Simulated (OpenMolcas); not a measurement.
Predicting a hybrid from its neighbours: InCl2O

InCl2O: 4 atoms, total charge 0, spin state doublet. As SMILES, `[O][In]([Cl])[Cl]`. The coordinates come from a PBE0-D4/def2-TZVP relaxation.

The vertical electron affinity (to the singlet anion) y, in eV, basis def2-SVPD with a core potential; a is the functional's share of exact exchange. Programs: OpenMolcas 26.06.

| functional | program | a | y (eV) |
| --- | --- | --- | --- |
| UTPSS | OpenMolcas | 0 | 3.25 |
| UPBE | OpenMolcas | 0 | 3.44 |
| UB3LYP | OpenMolcas | 0.2 | 3.23 |
| UPBE0 | OpenMolcas | 0.25 | ? |
| UBHLYP | OpenMolcas | 0.5 | 2.60 |

Question: Fit y = c + s·a to the known rows and predict UPBE0.

Answer: 
1. Means of the 4 rows: a = 0.1750, y = 3.130.
2. Σ(Δa)² = 0.1675, Σ(Δa·Δy) = -0.245, so the slope is -0.245/0.1675 = -1.4627.
3. Intercept: 3.130 − (-1.4627) × 0.1750 = 3.386. The largest residual of the fit is 0.14.
4. UPBE0: 3.386 + (-1.4627) × 0.25 = 3.02 eV.

The run gave 3.04 eV, so the prediction is off by -0.02 eV, within the largest residual. The rows mix families of semi-local functionals, which the line can't see. Spin-orbit coupling is left out.

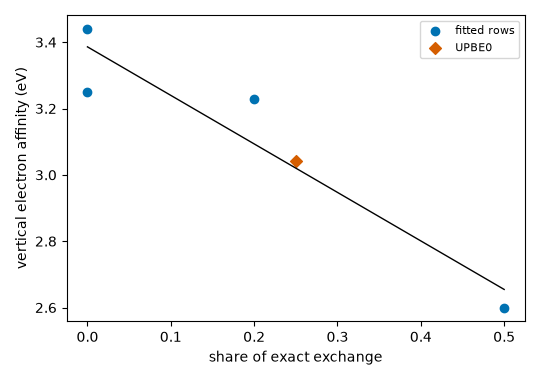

The fitted line, with the withheld row.
